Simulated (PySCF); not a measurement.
SMILES CO[SiH2]OC (C₂H₈O₂Si) at its GFN2-xTB optimised geometry (Å):

```
13

C      1.7344    -1.8884    -0.0085
O      0.9183    -0.7647     0.0000
Si    -0.6929    -0.7647     0.0000
O     -0.9486     0.8261     0.0000
C     -2.1876     1.4536     0.0005
H      1.5830    -2.4741    -0.9189
H      1.5260    -2.5316     0.8503
H      2.7722    -1.5563     0.0356
H     -1.2466    -1.4180     1.1925
H     -1.2514    -1.4163    -1.1911
H     -2.0237     2.5316    -0.0137
H     -2.7598     1.1888     0.8933
H     -2.7722     1.1673    -0.8775
```

Level of theory: PySCF with CAM-B3LYP/def2-TZVP. Cells within 0.4 Å of a nucleus heavier than hydrogen are left out (blank, or x).

Map of the deformation density (molecule minus spherical neutral atoms) (e/bohr³) on the plane z = 0.0 Å:

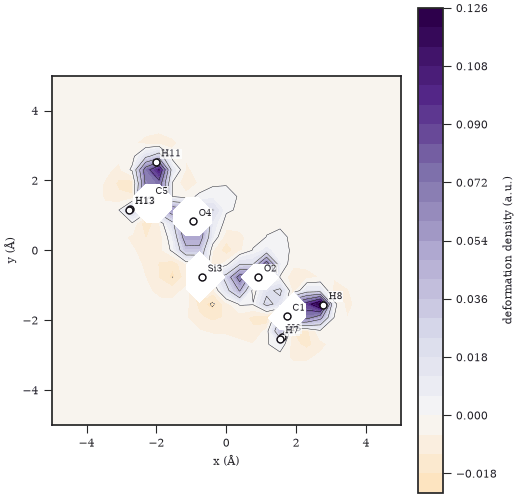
*Deformation density (molecule minus spherical neutral atoms) (e/bohr³) on the plane z = 0.0 Å.*
